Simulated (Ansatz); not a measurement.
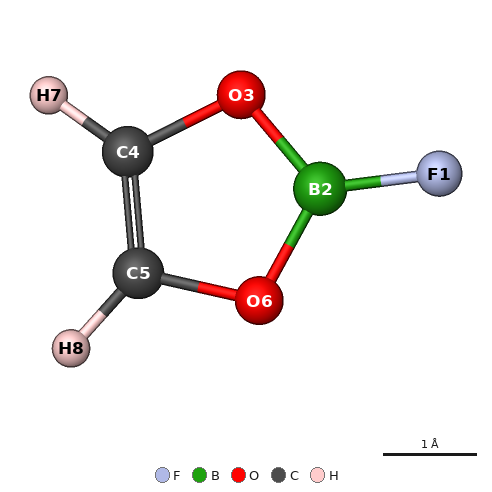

Orthographic view with a scale bar. Computed geometry: PBE-D4/def2-SVP optimisation. No frequency run is at hand to confirm it as a minimum.

Reconstruct the coordinates (Å) as seen: x to the right, y up, z towards the viewer, origin at the mean of the atomic positions.

```xyz
8
C2H2BFO2
F    2.54   0.32   0.46
B    1.24   0.16   0.23
O    0.38   1.18  -0.15
C   -0.85   0.56  -0.29
C   -0.73  -0.76   0.00
O    0.58  -1.06   0.33
H   -1.70   1.17  -0.58
H   -1.46  -1.57   0.01
```
